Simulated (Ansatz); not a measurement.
Process, species as SMILES: ClBr (Cl-Br) → Cl atom + Br atom
B3LYP-D3(BJ)/def2-TZVP geometries, fixed; electronic energies without zero-point terms.
Largest species:
```
Cl
Br 1 2.1653
```

Basis-set convergence of the bond dissociation energy at PBE with Ansatz (a first-principles code). Cartesian d functions, on some or all atoms, in 3-21G, 6-31G; all else is spherical. The program fits the integrals of some runs and decomposes those of others, by size. Open shells are unrestricted. No added dispersion term, no relativity. Functions are those of the species that has most. Reference: the value in aug-cc-pV(5+d)Z, 62.20 kcal/mol, itself unsure by roughly 0.09 kcal/mol (its mean distance from pcseg-4, aug-pcseg-3, aug-cc-pV(Q+d)Z). Deviations are taken from unrounded values.

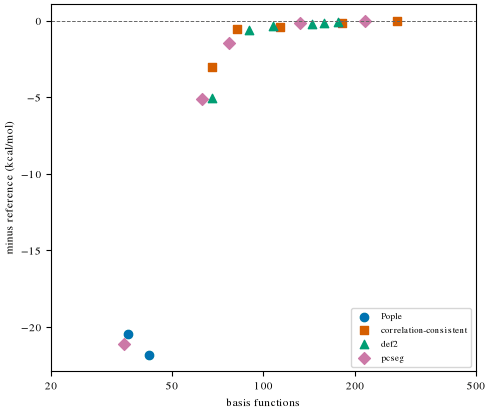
Figure. Deviation from the reference against the number of basis functions, by family of sets.

```json
[
 {"basis": "pcseg-0", "functions": "35", "bond dissociation energy (kcal/mol)": "41.06", "minus reference (kcal/mol)": "-21.14"},
 {"basis": "3-21G", "functions": "36", "bond dissociation energy (kcal/mol)": "41.75", "minus reference (kcal/mol)": "-20.45"},
 {"basis": "6-31G", "functions": "42", "bond dissociation energy (kcal/mol)": "40.40", "minus reference (kcal/mol)": "-21.80"},
 {"basis": "aug-pcseg-1", "functions": "63", "bond dissociation energy (kcal/mol)": "57.10", "minus reference (kcal/mol)": "-5.10"},
 {"basis": "aug-cc-pV(D+d)Z", "functions": "68", "bond dissociation energy (kcal/mol)": "59.16", "minus reference (kcal/mol)": "-3.04"},
 {"basis": "def2-SVPD", "functions": "68", "bond dissociation energy (kcal/mol)": "57.14", "minus reference (kcal/mol)": "-5.06"},
 {"basis": "pcseg-2", "functions": "77", "bond dissociation energy (kcal/mol)": "60.75", "minus reference (kcal/mol)": "-1.45"},
 {"basis": "cc-pV(T+d)Z", "functions": "82", "bond dissociation energy (kcal/mol)": "61.63", "minus reference (kcal/mol)": "-0.57"},
 {"basis": "def2-TZVPP", "functions": "90", "bond dissociation energy (kcal/mol)": "61.57", "minus reference (kcal/mol)": "-0.63"},
 {"basis": "def2-TZVPPD", "functions": "108", "bond dissociation energy (kcal/mol)": "61.87", "minus reference (kcal/mol)": "-0.33"},
 {"basis": "aug-cc-pV(T+d)Z", "functions": "114", "bond dissociation energy (kcal/mol)": "61.76", "minus reference (kcal/mol)": "-0.44"},
 {"basis": "pcseg-3", "functions": "132", "bond dissociation energy (kcal/mol)": "62.06", "minus reference (kcal/mol)": "-0.14"},
 {"basis": "def2-QZVP", "functions": "145", "bond dissociation energy (kcal/mol)": "62.01", "minus reference (kcal/mol)": "-0.19"},
 {"basis": "def2-QZVPP", "functions": "159", "bond dissociation energy (kcal/mol)": "62.06", "minus reference (kcal/mol)": "-0.14"},
 {"basis": "def2-QZVPPD", "functions": "177", "bond dissociation energy (kcal/mol)": "62.09", "minus reference (kcal/mol)": "-0.11"},
 {"basis": "aug-cc-pV(Q+d)Z", "functions": "182", "bond dissociation energy (kcal/mol)": "62.06", "minus reference (kcal/mol)": "-0.14"},
 {"basis": "pcseg-4", "functions": "216", "bond dissociation energy (kcal/mol)": "62.18", "minus reference (kcal/mol)": "-0.02"},
 {"basis": "aug-cc-pV(5+d)Z", "functions": "276", "bond dissociation energy (kcal/mol)": "62.20", "minus reference (kcal/mol)": "0.00"}
]
```
